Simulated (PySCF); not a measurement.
C$_{5}$H$_{9}$NO, SMILES `COCCCC#N`.

Method: ωB97X/6-31G*; geometry: GFN2-xTB; program: PySCF. No frequency check shows the geometry to be a minimum. Without diffuse functions Rydberg states are missing, so the states' numbers hold for this basis only.

Coordinates in Å:

```
C1      -2.5953    0.8213   -0.1623
O2      -1.5617   -0.0940   -0.4095
C3      -0.7685   -0.3529    0.7276
C4       0.3541   -1.3053    0.3294
C5       1.2800   -0.6578   -0.7082
C6       1.9857    0.4637   -0.1456
N7       2.5397    1.3498    0.3186
H8      -2.1977    1.7907    0.1630
H9      -3.2821    0.4472    0.6073
H10     -3.1333    0.9449   -1.0999
H11     -1.3838   -0.8050    1.5219
H12     -0.3469    0.5873    1.1173
H13      0.9190   -1.5845    1.2203
H14     -0.0862   -2.2031   -0.1061
H15      0.6782   -0.3056   -1.5501
H16      2.0132   -1.3820   -1.0730
```

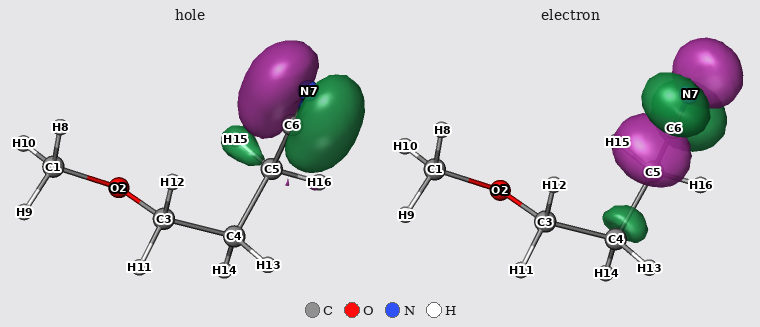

Leading natural transition orbital pair of S₁ (TDA singlet states); the surfaces enclose about 70 % of each orbital's density.

> Where does the state lie, and where do hole and electron sit?

8.02 eV (155 nm), f = 0.000 (very weak); the leading pair carries 69 %; hole on N7 (52 %), C6 (36 %) and C5 (5 %), electron on N7 (41 %), C6 (38 %) and C5 (8 %) (shares are of the whole state, not of the leading pair alone); their centroids lie 0.2 Å apart. In canonical orbitals it is mainly HOMO−2 → LUMO (57 %). The HOMO–LUMO gap is 13.60 eV.
